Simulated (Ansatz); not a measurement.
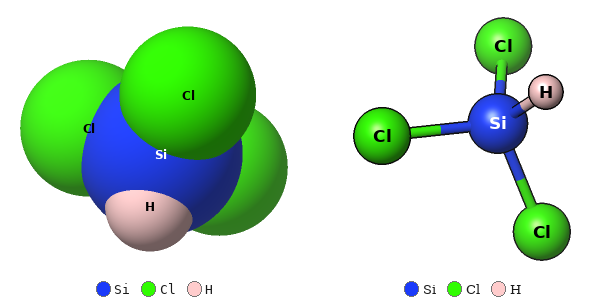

Both panels show the same species.

The geometry was computed by an optimisation with PBE0-D4/def2-TZVP.

> Give the formula.

Cl₃HSi, 5 atoms: 3 chlorine, 1 hydrogen and 1 silicon.

> Which point group does it belong to?

C3v.

> How many bonds of each kind are drawn?

3 Cl–Si, 1 Si–H. Sticks follow a distance rule.

The parts below concern this one geometry. Atoms keep their numbers from picture to picture.

**Shape**

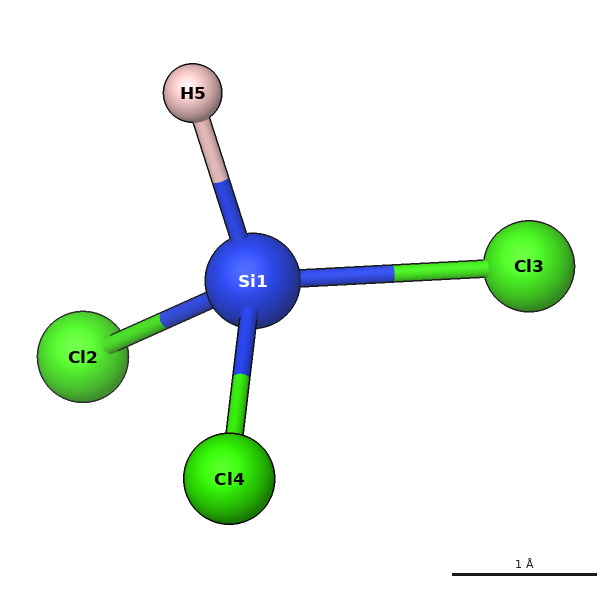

Atoms carry their numbers in the input.

Which atoms are bonded, and how long are the bonds?

```
   bond  length (Å)
Si1–Cl2       2.030
Si1–Cl3       2.030
Si1–Cl4       2.030
 Si1–H5       1.469
```

**Vibrations**

Harmonic vibrations computed with RKS PBE0-D4/def2-TZVP (Ansatz 0.2.0) at a stationary point of the same level.

> How many vibrational modes are there, and where do they lie?

9 modes: 172, 172, 250, 496, 604, 604, 800, 800, 2309 cm⁻¹.

**Electronic properties**

Level of theory: RKS PBE0-D4/def2-TZVPP (Ansatz 0.2.0).

> Give the HOMO–LUMO gap at this level.

9.33 eV.

> Estimate the HOMO energy (Kohn–Sham orbital).

−9.39 eV.

**Thermal motion**

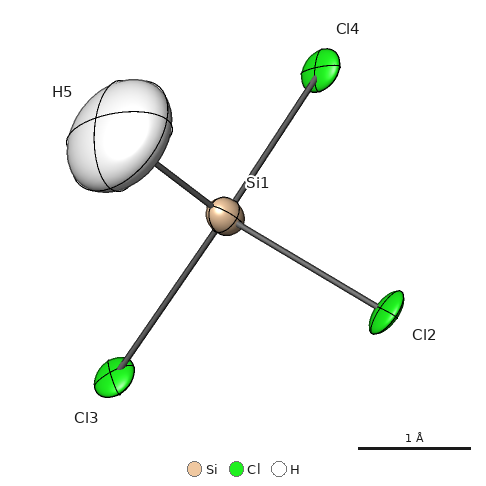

Displacement ellipsoids at the 50 % level, enlarged 2 times, from the internal vibrations of the free molecule (harmonic, no overall translation or rotation; no half-axis is drawn under 0.075 Å). Vibrations computed with RKS PBE0-D4/def2-TZVP (Ansatz 0.2.0). Temperature: 600 K.

> Which atom has the largest mean-square displacement?

H5, with U_eq = 0.0255 Å².

> Does H5 move more along its bond or across it?

Across it: the root-mean-square amplitude is 0.105 Å along the bond and up to 0.181 Å across, since bending and torsion are softer than stretching.

List U_eq and the three principal root-mean-square amplitudes for each kind of atom.

| atom | U_eq (Å²) | rms amplitudes (Å) |
| --- | --- | --- |
| Si1 | 0.0032 | 0.053, 0.053, 0.063 |
| Cl2, Cl3, Cl4 | 0.0034 | 0.017, 0.066, 0.074 |
| H5 | 0.0255 | 0.105, 0.181, 0.181 |

**Charges**

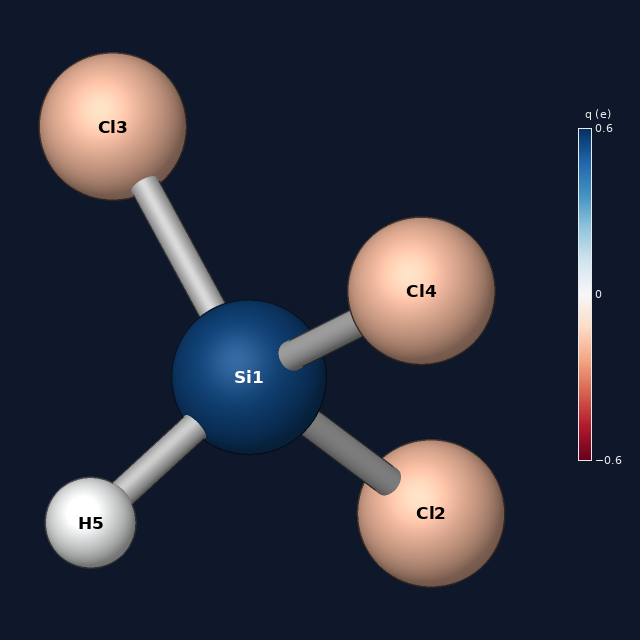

Atoms are coloured by their Mulliken charges. Properties computed with RKS PBE0-D4/def2-TZVP (Ansatz 0.2.0).

Give the Mulliken charges atom by atom.

| atom | value (e) |
| --- | --- |
| Si1 | 0.55 |
| Cl2 | −0.19 |
| Cl3 | −0.19 |
| Cl4 | −0.19 |
| H5 | 0.01 |

Mulliken values depend strongly on the basis set and can even reverse the polarity of a bond.
